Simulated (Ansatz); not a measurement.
# Hypothetical P6_3/mmc SnS2: Sn on a S site (antisite), symmetric start

The parent structure is a 12-atom supercell of SnS2 in the 2H-MoS2 type structure (space group P6_3/mmc, No. 194; a = 3.5888 Å, c = 11.8889 Å; a hypothetical phase, not in the database extracts checked; layered, stacked along the Cartesian z axis) at its relaxed geometry.

One thing is altered: one S atom is replaced by Sn, atoms relaxed at fixed cell.

Calculations: Kohn–Sham DFT with the PBE-D3(BJ) functional, run in Ansatz (a quantum-chemistry and plane-wave program) with PAW and 420 eV plane waves, without spin-orbit coupling. Γ-centred 6×9×3 mesh, Fermi–Dirac width 0.05 eV.

| quantity | base | changed | shift |
|---|---|---|---|
| pressure | 0.0 GPa | 4.0 GPa | +4.0 GPa |
| energy gained by relaxation | – | 3.15 eV | – |
| largest displacement of a host atom from its site in the perfect cell | – | 1.21 Å | – |
| shift of the substituted atom off its lattice site | – | 1.01 Å | – |

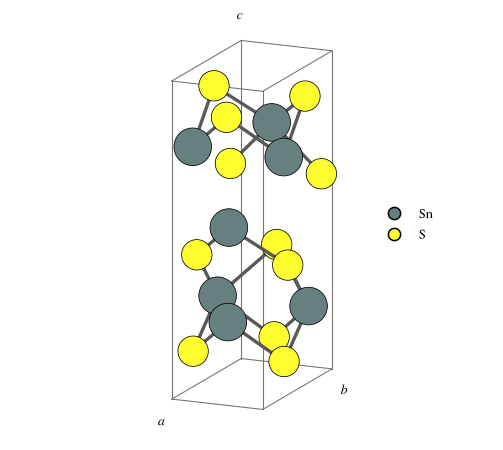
Figure: The relaxed cell after the change

In so small a cell the defect repeats every few ångströms: this is an ordered compound, not a dilute defect. The defect started on the symmetric site and kept its symmetry, so it may sit on a saddle. All final runs are without spin polarisation. The defect cell is not spin-polarised.
